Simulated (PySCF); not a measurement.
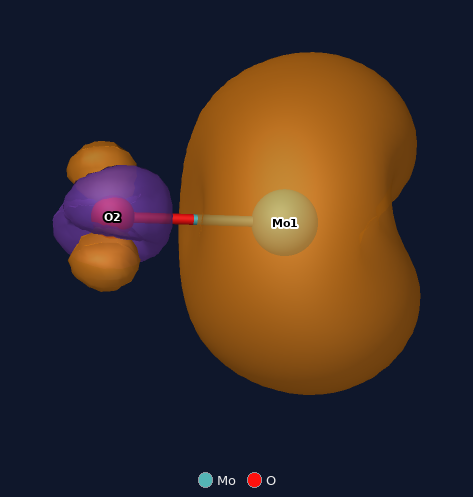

MoO (quintet). Isosurfaces of the spin density at +0.06 (orange) and −0.06 e/Å³ (purple), seen from one side.

Core potentials replace the inner electrons of Mo.

All numbers below come from PySCF 2.14.0, PBE0/cc-pVDZ(-PP), non-relativistic Hamiltonian with scalar-relativistic core potentials where named, at a bond length of 1.699 Å.

```xyz
2

Mo    0.0000    0.0000   -0.2386
O     0.0000    0.0000    1.4604
```

**Which atoms carry the spin?**

The unpaired spin (4 electrons) lies mostly on Mo1 (about 4.0), in electrons by Hirshfeld's partition.
